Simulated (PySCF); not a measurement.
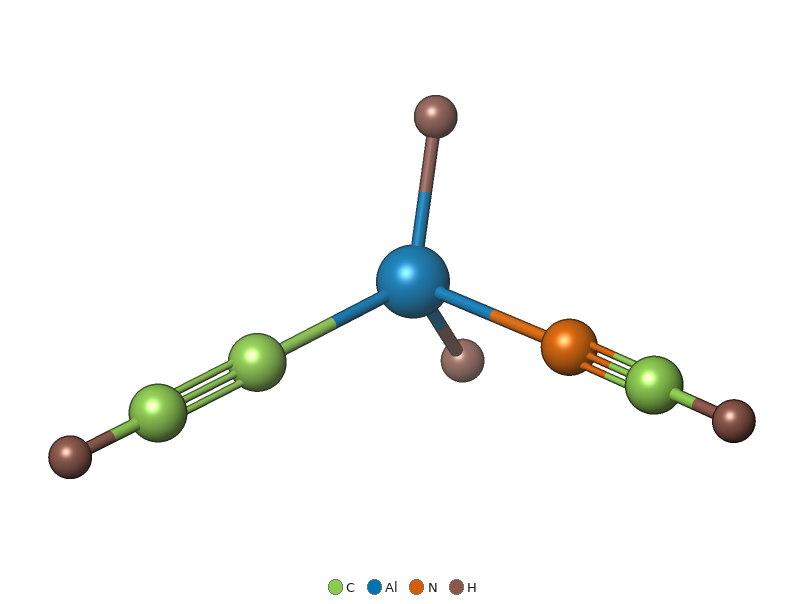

The computed structure is the end point of a PBE0-D3(BJ)/def2-SVP optimisation. No frequency run is at hand to confirm it as a minimum.

Draw it as a skeletal formula.

SMILES: C#[C][AlH2-][N+]#C

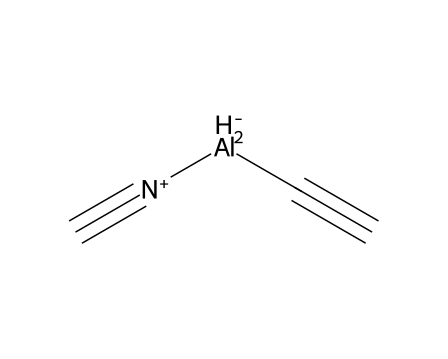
